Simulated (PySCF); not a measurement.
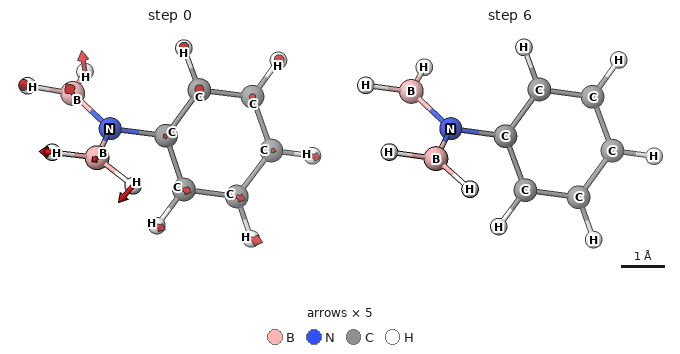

The structure of C6H9B2N before (left) and after (right) a relaxation, at one scale. The red arrows give the displacements, magnified 5 times.

A ball-and-stick model, seen at a tilt.

The start comes from GFN2-xTB. Its atoms were then displaced at random by about 0.01 Å.

All numbers below come from PBE0-D3(BJ)/def2-SVP geometry optimisation, gas phase in PySCF. 

### Describe what moved and what it gained.

After 6 geometry steps the energy has fallen by 0.177 eV. The atom that moves furthest after the best rigid fit is an H atom (0.11 Å). By element the largest moves are H 0.11 Å, B 0.08 Å, C 0.05 Å, N 0.02 Å. Some distances before and after: B–H 1.148 → 1.207 Å, C–C 1.360 → 1.397 Å, B–N 1.399 → 1.430 Å, C–N 1.460 → 1.430 Å. Among the angles between lasting bonds that change: B–N–B 124.3° → 120.3°, B–N–C 116.8° → 119.8°, N–B–H 121.7° → 119.4°.
